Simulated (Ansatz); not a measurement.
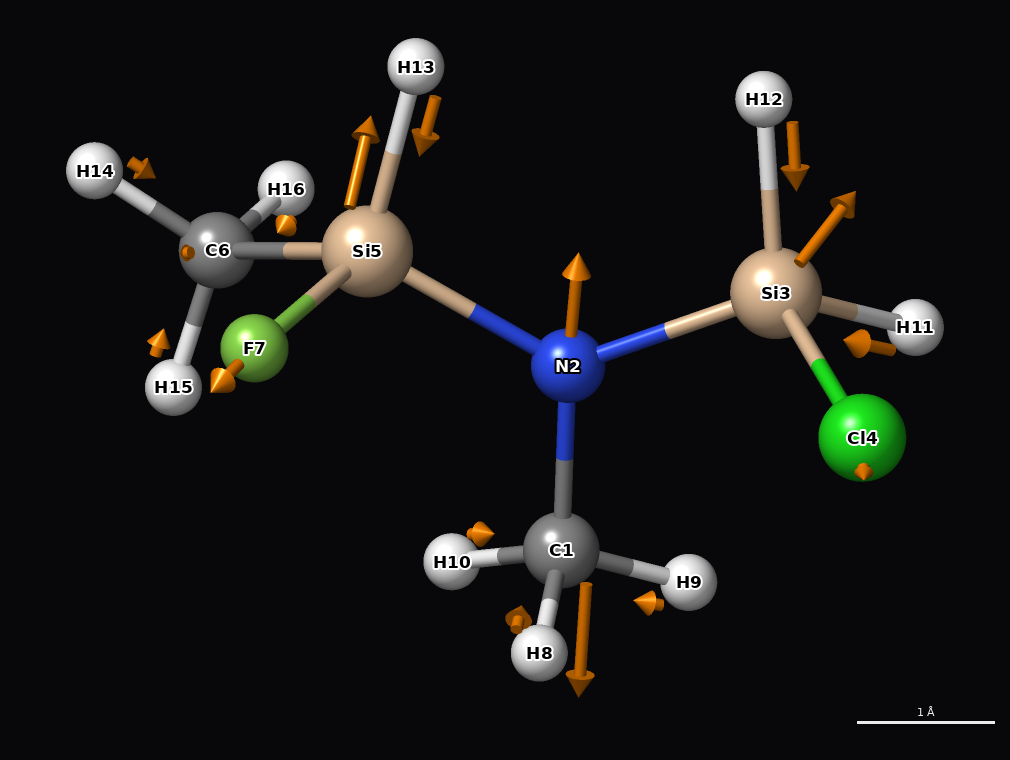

Arrows show the forces on the atoms, 3 Å of arrow for 1 eV/Å; forces under a tenth of the largest aren't drawn. Level of theory: ωB97M-V/def2-TZVPP (Ansatz 0.2.0).

On which atom is the force largest, and how large is it?

On C1: 0.30 eV/Å.

Which bond do the forces act along most?

C1–N2, now 1.467 Å: the forces push its atoms apart, so a first step downhill lengthens it.
